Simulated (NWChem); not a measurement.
# NaI (Sodium Iodide) at HF/3-21G

Aim: the vertical ionisation energy of NaI (Sodium Iodide) at HF/3-21G, from 2 runs. 

The results are computed with NWChem 7.3.0.

4 further runs of the same task are left out: 4 set aside as unsound or not needed. Runs told in other sessions of the task aren't counted.

## Step 1: The structure to begin with

The species is NaI (2 atoms), meant as a singlet with charge 0. SMILES: `[Na][I]`. Geometry: relaxed at PBE0-D4/def2-TZVP.

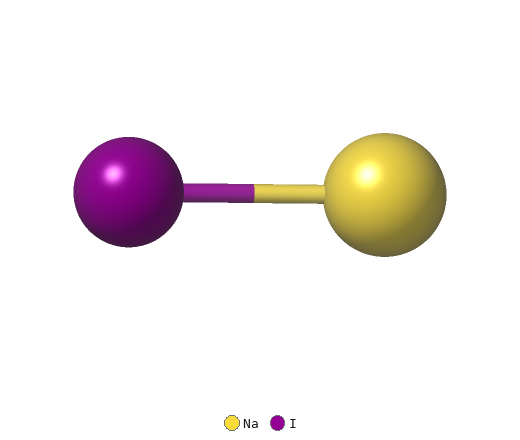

The structure, seen from a chosen angle (sodium yellow, iodine purple).

## Step 2: Energy and gradient at HF/3-21G

run.py reads:

```python
from ase import Atoms
from ase.calculators.nwchem import NWChem

atoms = Atoms('NaI', positions=[
    [-0.000000, 0.000000, 0.044310],
    [0.000000, -0.000000, 2.758810],
])

calc = NWChem(
    label='a',
    theory='scf',
    memory='2200 mb',
    basis='3-21G',
    basispar='spherical bse',
    scf={'nopen': '0', 'rhf': None, 'thresh': '1e-08', 'maxiter': '80', 'print': 'low'},
)
atoms.calc = calc

forces = atoms.get_forces()
print(f"energy = {atoms.get_potential_energy():.6f} eV")
print("forces (eV/A):")
for s, f in zip(atoms.symbols, forces):
    print(f"{s:2s} {f[0]:10.5f} {f[1]:10.5f} {f[2]:10.5f}")
```

Command:

```sh
$ export ASE_NWCHEM_COMMAND="nwchem PREFIX.nwi > PREFIX.nwo"
$ python run.py
```

What it wrote:

```text
energy = -191792.509430 eV
forces (eV/A):
Na   -0.00000    0.00000   -0.57963
I     0.00000   -0.00000    0.57963
```

The calculator wrote a.nwi:

```
title "a"

permanent_dir a

scratch_dir a

start a

geometry units angstrom nocenter noautosym noautoz
  Na -0.0000000000000000e+00 0.0000000000000000e+00 4.4310000000000002e-02
  I  0.0000000000000000e+00 -0.0000000000000000e+00 2.7588100000000000e+00
end

memory 2200 mb

basis spherical bse noprint
   * library 3-21G
end

scf
  nopen 0
  rhf
  thresh 1e-08
  maxiter 80
  print low
end

task scf gradient
```

a.nwo:

```text
Northwest Computational Chemistry Package (NWChem) 7.3.0
             --------------------------------------------------------

           Job information
           ---------------

    nwchem branch   = 7.3.0
    use scalapack   = T
    input           = a.nwi
    prefix          = a.
    data base       = a/a.db
    status          = startup
    nproc           =        1

           Memory information
           ------------------

    heap     =     72089598 doubles =      550.0 Mbytes
    stack    =     72089595 doubles =      550.0 Mbytes
    global   =    144179200 doubles =     1100.0 Mbytes (distinct from heap & stack)
    total    =    288358393 doubles =     2200.0 Mbytes
    verify   = yes
    hardfail = no

           Directory information
           ---------------------

  0 permanent = a
  0 scratch   = a

                                NWChem Input Module
                                -------------------

                                         a
                                         -

 Scaling coordinates for geometry "geometry" by  1.889725989
 (inverse scale =  0.529177249)

                             Geometry "geometry" -> ""
                             -------------------------

 Output coordinates in angstroms (scale by  1.889725989 to convert to a.u.)

  No.       Tag          Charge          X              Y              Z
 ---- ---------------- ---------- -------------- -------------- --------------
    1 Na                  11.0000     0.00000000     0.00000000     0.04431000
    2 I                   53.0000     0.00000000     0.00000000     2.75881000

      Atomic Mass
      -----------

      Na                22.989800
      I                126.900400

 Effective nuclear repulsion energy (a.u.)     113.6527302143

            Nuclear Dipole moment (a.u.)
            ----------------------------
        X                 Y               Z
 ---------------- ---------------- ----------------
     0.0000000000     0.0000000000   277.2310039355

            XYZ format geometry
            -------------------
     2
 geometry
 Na                    0.00000000     0.00000000     0.04431000
 I                     0.00000000     0.00000000     2.75881000

 ==============================================================================
                                internuclear distances
 ------------------------------------------------------------------------------
       center one      |      center two      | atomic units |  angstroms
 ------------------------------------------------------------------------------
    2 I                |   1 Na               |     5.12966  |     2.71450
 ------------------------------------------------------------------------------
                         number of included internuclear distances:          1
 ==============================================================================

                                 NWChem SCF Module
                                 -----------------

                                         a

  ao basis        = "ao basis"
  functions       =    44
  atoms           =     2
  closed shells   =    32
  open shells     =     0
  charge          =   0.00
  wavefunction    = RHF
  input vectors   = atomic
  output vectors  = a/a.movecs
  use symmetry    = F
  symmetry adapt  = F

 Forming initial guess at       0.0s

 Starting SCF solution at       0.2s

       Final RHF  results
       ------------------

         Total SCF energy =  -7048.244777328181
      One-electron energy =  -9935.495103529964
      Two-electron energy =   2773.597595987443
 Nuclear repulsion energy =    113.652730214339

        Time for solution =      2.5s

                              NWChem Gradients Module
                              -----------------------

                         RHF ENERGY GRADIENTS

    atom               coordinates                        gradient
                 x          y          z           x          y          z
   1 Na      0.000000   0.000000   0.083734    0.000000  -0.000000   0.011272
   2 I       0.000000   0.000000   5.213395   -0.000000   0.000000  -0.011272

 Task  times  cpu:        3.8s     wall:        3.8s
 Total times  cpu:        3.9s     wall:        3.9s
```

Wall time 5.4 s (1 thread of AMD EPYC 7B13 (Zen 3), shared host); peak memory 0.098 GiB.

## Step 3: The doublet cation: the energy at UHF/3-21G

ina.nw reads:

```
start ina
memory total 2200 mb
charge 1
geometry noautosym nocenter noautoz
  Na     0.000000     0.000000     0.044310
  I      0.000000     0.000000     2.758810
end
basis spherical bse
  * library 3-21G
end
scf
  doublet
  uhf
  thresh 1e-08
  maxiter 80
  print medium
end
task scf energy
```

Command:

```sh
$ nwchem ina.nw > ina.out
```

What it wrote:

```text
Northwest Computational Chemistry Package (NWChem) 7.3.0
             --------------------------------------------------------

           Job information
           ---------------

    nwchem branch   = 7.3.0
    use scalapack   = T
    input           = ina.nw
    prefix          = ina.
    data base       = ./ina.db
    status          = startup
    nproc           =        1

           Memory information
           ------------------

    heap     =     72089600 doubles =      550.0 Mbytes
    stack    =     72089597 doubles =      550.0 Mbytes
    global   =    144179200 doubles =     1100.0 Mbytes (distinct from heap & stack)
    total    =    288358397 doubles =     2200.0 Mbytes
    verify   = yes
    hardfail = no

           Directory information
           ---------------------

  0 permanent = .
  0 scratch   = .

                                NWChem Input Module
                                -------------------

 Scaling coordinates for geometry "geometry" by  1.889725989
 (inverse scale =  0.529177249)

                             Geometry "geometry" -> ""
                             -------------------------

 Output coordinates in angstroms (scale by  1.889725989 to convert to a.u.)

  No.       Tag          Charge          X              Y              Z
 ---- ---------------- ---------- -------------- -------------- --------------
    1 Na                  11.0000     0.00000000     0.00000000     0.04431000
    2 I                   53.0000     0.00000000     0.00000000     2.75881000

      Atomic Mass
      -----------

      Na                22.989800
      I                126.900400

 Effective nuclear repulsion energy (a.u.)     113.6527302143

            Nuclear Dipole moment (a.u.)
            ----------------------------
        X                 Y               Z
 ---------------- ---------------- ----------------
     0.0000000000     0.0000000000   277.2310039355

            XYZ format geometry
            -------------------
     2
 geometry
 Na                    0.00000000     0.00000000     0.04431000
 I                     0.00000000     0.00000000     2.75881000

 ==============================================================================
                                internuclear distances
 ------------------------------------------------------------------------------
       center one      |      center two      | atomic units |  angstroms
 ------------------------------------------------------------------------------
    2 I                |   1 Na               |     5.12966  |     2.71450
 ------------------------------------------------------------------------------
                         number of included internuclear distances:          1
 ==============================================================================

 Summary of "ao basis" -> "" (spherical)
 ------------------------------------------------------------------------------
       Tag                 Description            Shells   Functions and Types
 ---------------- ------------------------------  ------  ---------------------
 *                           3-21G                    on all atoms

                      Basis "ao basis" -> "ao basis" (spherical)
                      -----
  [basis functions not shown]

 Summary of "ao basis" -> "ao basis" (spherical)
 ------------------------------------------------------------------------------
       Tag                 Description            Shells   Functions and Types
 ---------------- ------------------------------  ------  ---------------------
 Na                          3-21G                   7       13   4s3p
 I                           3-21G                  13       31   6s5p2d

                                 NWChem SCF Module
                                 -----------------

  ao basis        = "ao basis"
  functions       =    44
  atoms           =     2
  alpha electrons =    32
  beta  electrons =    31
  charge          =   1.00
  wavefunction    = UHF
  input vectors   = atomic
  output vectors  = ./ina.movecs
  use symmetry    = F
  symmetry adapt  = F

 Summary of "ao basis" -> "ao basis" (spherical)
 ------------------------------------------------------------------------------
       Tag                 Description            Shells   Functions and Types
 ---------------- ------------------------------  ------  ---------------------
 Na                          3-21G                   7       13   4s3p
 I                           3-21G                  13       31   6s5p2d

 Forming initial guess at       0.0s

      Superposition of Atomic Density Guess
      -------------------------------------

 Sum of atomic energies:       -7048.16575720

 Renormalizing density from      64.00 to     63

      Non-variational initial energy
      ------------------------------

 Total energy =   -6978.805245
 1-e energy   =   -9774.485254
 2-e energy   =    2682.027278
 HOMO         =      -0.767723
 LUMO         =      -0.223415

 Starting SCF solution at       0.2s

 ----------------------------------------------
         Quadratically convergent UHF

 Convergence threshold     :          1.000E-08
 Maximum no. of iterations :           80
 Integral*density screening:          1.000E-10
 ----------------------------------------------

[... 8 lines left out ...]
       Final UHF  results
[... 2 lines left out ...]
         Total SCF energy =  -7047.978909858847
      One electron energy =  -9917.151638525276
      Two electron energy =   2755.519998452089
 Nuclear repulsion energy =    113.652730214339
[... 7 lines left out ...]
          Final alpha eigenvalues
[... 46 lines left out ...]
          Final beta eigenvalues
[... 46 lines left out ...]
                    UHF Final Alpha Molecular Orbital Analysis
[... 180 lines left out ...]
                     UHF Final Beta Molecular Orbital Analysis
[... 89 lines left out ...]
 Vector   34  Occ=0.000000D+00  E=-9.431142D-02
              MO Center=  2.7D-16, -8.2D-17, -8.7D-02, r^2= 1.1D+01
   Bfn.  Coefficient  Atom+Function         Bfn.  Coefficient  Atom+Function
  ----- ------------  ---------------      ----- ------------  ---------------
    11      0.683794  1 Na px                 7      0.340877  1 Na px
    12      0.267513  1 Na py                32     -0.213037  2 I  px

 Vector   35  Occ=0.000000D+00  E=-9.175854D-02
              MO Center=  5.3D-15, -1.4D-14,  9.4D-03, r^2= 1.2D+01
   Bfn.  Coefficient  Atom+Function         Bfn.  Coefficient  Atom+Function
  ----- ------------  ---------------      ----- ------------  ---------------
    12      0.703310  1 Na py                 8      0.308998  1 Na py
    33     -0.309772  2 I  py                11     -0.275148  1 Na px

 Vector   36  Occ=0.000000D+00  E=-7.084426D-02
              MO Center=  7.8D-15, -8.5D-15,  6.5D-01, r^2= 1.5D+01
   Bfn.  Coefficient  Atom+Function         Bfn.  Coefficient  Atom+Function
  ----- ------------  ---------------      ----- ------------  ---------------
    13      1.122987  1 Na pz                31     -0.684372  2 I  s
    10      0.622271  1 Na s

 Vector   37  Occ=0.000000D+00  E=-1.394606D-02
              MO Center= -1.2D-14,  1.1D-15, -1.2D+00, r^2= 1.2D+01
   Bfn.  Coefficient  Atom+Function         Bfn.  Coefficient  Atom+Function
  ----- ------------  ---------------      ----- ------------  ---------------
     6      1.922979  1 Na s                 10     -1.890658  1 Na s
     9     -0.541879  1 Na pz                13      0.502624  1 Na pz

 Vector   38  Occ=0.000000D+00  E=-4.793443D-04
              MO Center= -2.4D-15,  6.3D-15,  8.4D-02, r^2= 1.5D+01
   Bfn.  Coefficient  Atom+Function         Bfn.  Coefficient  Atom+Function
  ----- ------------  ---------------      ----- ------------  ---------------
     8      1.466616  1 Na py                12     -1.306094  1 Na py
     7     -0.573767  1 Na px                11      0.510967  1 Na px
     4     -0.158144  1 Na py

 Vector   39  Occ=0.000000D+00  E= 9.584509D-04
              MO Center=  7.7D-15,  3.0D-15,  7.2D-02, r^2= 1.5D+01
   Bfn.  Coefficient  Atom+Function         Bfn.  Coefficient  Atom+Function
  ----- ------------  ---------------      ----- ------------  ---------------
     7      1.462054  1 Na px                11     -1.317497  1 Na px
     8      0.571982  1 Na py                12     -0.515428  1 Na py
     3     -0.157021  1 Na px

 Vector   40  Occ=0.000000D+00  E= 4.619365D-02
              MO Center=  6.2D-15, -1.4D-15,  4.2D-01, r^2= 1.1D+01
   Bfn.  Coefficient  Atom+Function         Bfn.  Coefficient  Atom+Function
  ----- ------------  ---------------      ----- ------------  ---------------
     9      2.112408  1 Na pz                13     -1.294399  1 Na pz
     6      1.246555  1 Na s                 34      0.887971  2 I  pz
    31     -0.676428  2 I  s                 10     -0.608523  1 Na s
     5     -0.156200  1 Na pz

 Vector   41  Occ=0.000000D+00  E= 4.240960D-01
              MO Center= -2.1D-13, -8.1D-14,  2.7D+00, r^2= 4.0D+00
   Bfn.  Coefficient  Atom+Function         Bfn.  Coefficient  Atom+Function
  ----- ------------  ---------------      ----- ------------  ---------------
    28      1.500160  2 I  px                32      1.382198  2 I  px
    24      0.599540  2 I  px                29      0.586889  2 I  py
    33      0.540741  2 I  py                20     -0.244832  2 I  px
    25      0.234551  2 I  py                11     -0.151273  1 Na px

 Vector   42  Occ=0.000000D+00  E= 4.294366D-01
              MO Center=  2.3D-13,  1.9D-15,  3.4D+00, r^2= 3.9D+00
   Bfn.  Coefficient  Atom+Function         Bfn.  Coefficient  Atom+Function
  ----- ------------  ---------------      ----- ------------  ---------------
    31      1.820625  2 I  s                 27      1.592541  2 I  s
    30      0.971834  2 I  pz                34      0.919032  2 I  pz
    10     -0.441831  1 Na s                 13     -0.431463  1 Na pz
[... 4 lines of this table left out ...]
              MO Center= -3.8D-14,  9.2D-14,  2.7D+00, r^2= 3.7D+00
   Bfn.  Coefficient  Atom+Function         Bfn.  Coefficient  Atom+Function
  ----- ------------  ---------------      ----- ------------  ---------------
    29      1.542654  2 I  py                33      1.333547  2 I  py
    25      0.638385  2 I  py                28     -0.603514  2 I  px
    32     -0.521708  2 I  px                21     -0.262676  2 I  py
    24     -0.249748  2 I  px

 Vector   44  Occ=0.000000D+00  E= 5.262572D-01
              MO Center=  1.6D-14, -1.6D-14,  2.1D+00, r^2= 4.0D+00
   Bfn.  Coefficient  Atom+Function         Bfn.  Coefficient  Atom+Function
  ----- ------------  ---------------      ----- ------------  ---------------
    31      2.208060  2 I  s                 34     -1.855066  2 I  pz
    27      1.481231  2 I  s                 30     -1.436413  2 I  pz
     9     -0.961070  1 Na pz                 6     -0.873585  1 Na s
    26     -0.527523  2 I  pz                19     -0.275742  2 I  s
    22      0.212943  2 I  pz                23      0.157987  2 I  s

 center of mass
 --------------
 x =   0.00000000 y =   0.00000000 z =   4.42661980

 moments of inertia (a.u.)
 ------------------
         512.156051520504           0.000000000000           0.000000000000
           0.000000000000         512.156051520504           0.000000000000
           0.000000000000           0.000000000000           0.000000000000

  Mulliken analysis of the total density
  --------------------------------------

    Atom       Charge   Shell Charges
 -----------   ------   -------------------------------------------------------
    1 Na  11    10.14   2.00  2.00  5.95  0.12  0.14 -0.04 -0.02
    2 I   53    52.86   2.00  2.00  6.00  2.00  6.00  2.00  5.96  0.99  2.56  1.04  2.32 10.00 10.00

  Mulliken analysis of the alpha density
  --------------------------------------

    Atom       Charge   Shell Charges
 -----------   ------   -------------------------------------------------------
    1 Na  11     5.06   1.00  1.00  2.98  0.05  0.07 -0.02 -0.01
    2 I   53    26.94   1.00  1.00  3.00  1.00  3.00  1.00  2.99  0.49  1.55  0.53  1.38  5.00  5.00

   Mulliken analysis of the beta density
   -------------------------------------

    Atom       Charge   Shell Charges
 -----------   ------   -------------------------------------------------------
    1 Na  11     5.08   1.00  1.00  2.98  0.07  0.07 -0.02 -0.01
    2 I   53    25.92   1.00  1.00  3.00  1.00  3.00  1.00  2.98  0.50  1.01  0.51  0.93  5.00  5.00

   Mulliken analysis of the spin density
   -------------------------------------

    Atom       Charge   Shell Charges
 -----------   ------   -------------------------------------------------------
    1 Na  11    -0.02  -0.00 -0.00  0.00 -0.02 -0.01  0.00  0.00
    2 I   53     1.02  -0.00 -0.00  0.00 -0.00  0.00 -0.00  0.01 -0.01  0.55  0.02  0.45 -0.00 -0.00

       Multipole analysis of the density wrt the origin
       ------------------------------------------------

     L   x y z        total         alpha         beta         nuclear
     -   - - -        -----         -----         ----         -------
     0   0 0 0      1.000000    -32.000000    -31.000000     64.000000

     1   1 0 0     -0.000000     -0.000000     -0.000000      0.000000
[... 8 lines of this table left out ...]
     2   0 0 2    -19.989365   -744.573858   -716.005440   1440.589933

 Task  times  cpu:        2.6s     wall:        2.6s
 Total times  cpu:        2.6s     wall:        2.6s
```

Run time: 3.3 s. Hardware: 1 thread of AMD EPYC 7B13 (Zen 3), shared host; peak memory 0.1 GiB.

## Step 4: Summary of results

At HF/3-21G:

| quantity | value |
| --- | --- |
| singlet NaI: total energy | -7048.24478 Eh |
| singlet NaI: largest force on an atom | 0.580 eV/Å |
| doublet cation: total energy | -7047.97891 Eh |
| doublet cation: HOMO energy (highest over α and β) | -15.10 eV |
| doublet cation: LUMO energy (lowest over α and β) | -6.56 eV |
| doublet cation: ⟨S²⟩ | 0.751 |
| vertical ionisation energy (to the doublet cation) | 7.235 eV |

**Reading.** Removing an electron at fixed nuclei costs 7.23 eV (167 kcal/mol). The largest force (singlet NaI) is 0.58 eV/Å: the shape isn't a stationary point for this species at this level. Relativity is left out (singlet NaI) although the molecule holds a heavy atom. Relativity is left out (doublet cation) although the molecule holds a heavy atom.
